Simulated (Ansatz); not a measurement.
# BaIBr (Pnma): the dielectric response by several routes, part 2 of 2

How strongly does BaIBr (Pnma) screen? Routes: perturbation theory, a sum over states and the RPA step of G0W0.

Ansatz 0.2.0; linear response on PBEsol, plane waves, PAW. Known limits of the many-body steps: not at the basis limit; no spin-orbit coupling.

So far. Step 2 (Response to a homogeneous field): One over ε∞ averages 0.24, near the quarter of exact exchange in PBE0. Step 3 (Independent-particle spectrum): The sum gives ε∞ = 4.53, 4.56 and 4.52 without local fields.

## Step 3: Independent-particle spectrum (continued)

Level of this step: independent-particle optics on PBEsol, plane waves, PAW (Ansatz).

The loss function has structure finer than the step of the table below, so its rows give means over 2 eV, whole bins alone (the curve runs from 0 to 25 eV). Peaks (eV: height): xx 13.5: 1.02, 21.2: 3.47; yy 13.6: 0.979, 21.2: 3.32; zz 12.8: 1.04, 21.1: 3.21.

Independent particles, no local fields, Gaussian width 0.2 eV. Loss function against photon energy; means over each step:

| photon energy (eV) | xx | yy | zz |
| --- | --- | --- | --- |
| 2 | 0 | 0 | 0 |
| 4 | 0.00969 | 0.00956 | 0.0107 |
| 6 | 0.119 | 0.121 | 0.124 |
| 8 | 0.274 | 0.279 | 0.239 |
| 10 | 0.483 | 0.489 | 0.459 |
| 12 | 0.626 | 0.608 | 0.702 |
| 14 | 0.781 | 0.783 | 0.783 |
| 16 | 0.292 | 0.303 | 0.297 |
| 18 | 0.543 | 0.586 | 0.566 |
| 20 | 1.70 | 1.68 | 1.64 |
| 22 | 2.87 | 2.88 | 2.87 |
| 24 | 1.46 | 1.40 | 1.55 |

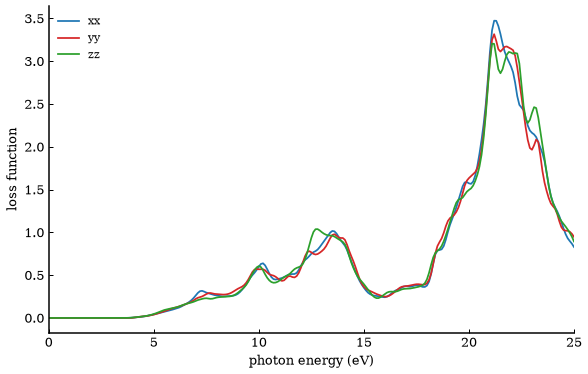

Loss function, plotted against photon energy.

## Step 4: RPA screening from the G0W0 run

Now the one-shot GW correction: screening in the RPA, then the self-energy of the levels asked for.

This step: G0W0 on PBEsol, plane waves, PAW.

Contents of input.yaml:

```yaml
crystal:
  lattice:
    - [8.81446039, 0.0, 0.0]
    - [0.0, 5.12429103, 0.0]
    - [0.0, 0.0, 10.19167839]
  atoms:
    - { symbol: Ba, position: [0.72882454, 0.25, 0.37513703] }
    - { symbol: Ba, position: [0.27117546, 0.75, 0.62486297] }
    - { symbol: Ba, position: [0.77117546, 0.75, 0.87513703] }
    - { symbol: Ba, position: [0.22882454, 0.25, 0.12486297] }
    - { symbol: I, position: [0.47161056, 0.25, 0.83177655] }
    - { symbol: I, position: [0.52838944, 0.75, 0.16822345] }
    - { symbol: I, position: [0.02838944, 0.75, 0.33177655] }
    - { symbol: I, position: [0.97161056, 0.25, 0.66822345] }
    - { symbol: Br, position: [0.8564719, 0.25, 0.06668585] }
    - { symbol: Br, position: [0.1435281, 0.75, 0.93331415] }
    - { symbol: Br, position: [0.6435281, 0.75, 0.56668585] }
    - { symbol: Br, position: [0.3564719, 0.25, 0.43331415] }
kpoints:
  mp_grid: { grid: [2, 4, 2] }
hamiltonian:
  xc: pbesol
scf:
  occupations: { method: fixed }
gw:
  n_empty_bands: 1045
  ecut_chi: 100.0
  qp_bands: [v4, c4]
  qp_kpoints: band_edges
  screening: { model: contour_deformation }
```

Launch:

```sh
$ ansatz run input.yaml --threads 3 --pin off --max-ram 92160MiB --backend cuda --events-out ev --progress --plain --runs-dir out --devices 1 --max-vram 13GiB
```

Numbers of over 12 decimals in the logs are rounded to 6 here.

The log of the run:

```text
GPUs: using 1 of 1 available (devices: 1).
[...]
GPU FFT provider: cuFFT
GPU libraries: cuBLAS 13.8.2, cuFFT 12.4.0, cuSOLVER 12.3.4
Crystal: 12 atoms, lattice volume = 460.336 Å³
Basis set: ecut = 420 eV, 8947 PW (Γ)
Bands: 82, of which v1, the nominal top of the filled ones, is band 68 counted from 1 (67 counted from 0)
Symmetry: 8 space group operations
[...]
k-points: 12 of 16
[...]
0    72      9.0954    -5.4262    -3.7580    -9.8882  0.8178     9.8052     9.7994  root
[...]
11    69      9.8385    -6.1927    -3.9826   -11.0124  0.8113    10.6846    10.6756  root
    11    70      9.8385    -6.1927    -3.9826   -11.0124  0.8113    10.6846    10.6756  root
    11    71      9.8385    -6.1927    -3.9826   -11.0124  0.8113    10.6846    10.6756  root
    11    72      9.8385    -6.1927    -3.9826   -11.0124  0.8113    10.6846    10.6756  root
[key lines of the parts left out:]
SCF converged after 6 iterations
Free energy (F): -64150.224443 eV
Fermi energy:    4.916338 eV
```

It took 95 s on 1 × NVIDIA H100 80GB HBM3 (shared by 6 runs) with 3 threads of AMD EPYC 7R13 (Zen 3), shared host; peak memory 5.2 GiB.

Numbers from this step:

```yaml
bands_summed: 1113
rpa_eps_infinity_on_this_mesh_eigenvalues: 3.827, 3.837, 3.838
plane_waves_in_the_screening_matrix: 1035
g0w0_gap_on_the_mesh: 5.143 eV
k_of_the_valence_top: 0, 0, 0
k_of_the_conduction_bottom: 0, 0, 0
starting_gap_on_the_mesh: 3.426 eV
least_direct_g0w0_gap_on_the_computed_points: 5.143 eV
```

The gap on the mesh goes from 3.43 eV to 5.14 eV, a correction of +1.72 eV. Between the two edge states, bare exchange in place of the xc potential would open the gap by 7.16 eV, and correlation takes back 5.44 eV.

Mean over the mesh in bins of 0.25 1/Å. The static inverse dielectric function, diagonal by length of q+G:

```
length of q+G (Å⁻¹)  static inverse dielectric function, diagonal
               0.32                                         0.285
               0.52                                         0.323
               0.77                                         0.379
               1.02                                         0.442
               1.25                                         0.504
               1.51                                         0.569
               1.75                                         0.630
               2.00                                         0.687
               2.26                                         0.740
               2.50                                         0.780
               2.75                                         0.814
               3.01                                         0.843
               3.26                                         0.868
               3.51                                         0.890
               3.76                                         0.909
               4.00                                         0.926
               4.25                                         0.940
               4.50                                         0.952
               4.75                                         0.962
               5.00                                         0.971
```

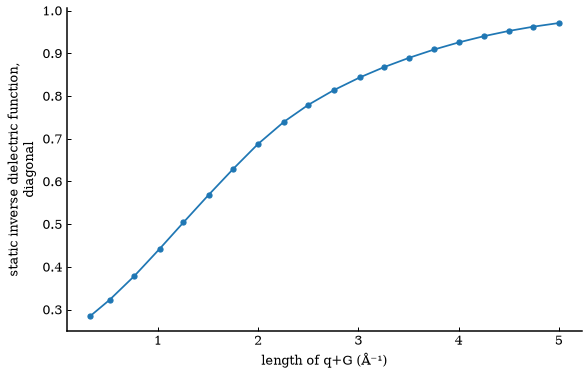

Static inverse dielectric function, diagonal against length of q+G.

## Step 5: The values together

Times are wall times on 1 × NVIDIA H100 80GB HBM3 (shared by 6 runs) with 3 threads of AMD EPYC 7R13 (Zen 3), shared host, good to a factor of about two.

| method | mesh | ε∞, low | middle | high | mean | time |
| --- | --- | --- | --- | --- | --- | --- |
| perturbation theory (local fields and xc kernel) | 4×4×2 (response on 128 points) | 4.11 | 4.12 | 4.13 | 4.12 | 66 s |
| sum over states (no local fields) | 4×4×2 | 4.52 | 4.53 | 4.56 | 4.54 | 3.1 min |
| RPA with local fields, on the GW mesh | 2×4×2 | 3.83 | 3.84 | 3.84 | 3.83 | 95 s |

## Step 6: Summary of results

| Property | Result |
| --- | --- |
| perturbation theory (local fields and xc kernel) | 4.11, 4.12, 4.13 |
| sum over states (no local fields) | 4.52, 4.53, 4.56 |
| RPA with local fields, on the GW mesh | 3.83, 3.84, 3.84 |

Mean Born effective charge: Ba1 2.77, I5 -1.35, Br9 -1.42 e. Distinct peaks of the ε₂ (xx) stand at 5.6 and 16.4 eV; the one at 5.6 eV is strongest. The most distinct maxima of the loss function (xx) lie at 13.5 and 21.2 eV, the highest at 21.2 eV. The sum without local fields gives 4.54 in the mean against 4.12 by perturbation theory; local fields lower ε∞ and the xc kernel gives part of it back, though the sum also carries the error of its own mesh. The RPA values on the 2×4×2 mesh average 0.93 times those of perturbation theory (means 3.83 and 4.12). Without the xc kernel RPA should lie a little lower, as the mean does. PBEsol usually puts the gap too low, which tends to raise ε∞. Ions are clamped, so the lattice part of the static constant is not in these numbers.

[Paths, hosts, dates, memory and timing lines, banners, echoed tables and standing remarks are left out of the program output.]

[Logs are printed without paths, hosts, clocks, repeated set-up lines and the standing remarks that a program may print on its own settings, such as how far it seeks lower states.]

[Runs of the session that timed out or met a known fault of the program may be left out.]

[Cells called generated may have been cut or substituted from an entry of the Crystallography Open Database or the Materials Project.]

[Hosts, paths, dates, database ids (printed as entryN), source tags and the programs' standing remarks are cut or masked in the printed files.]
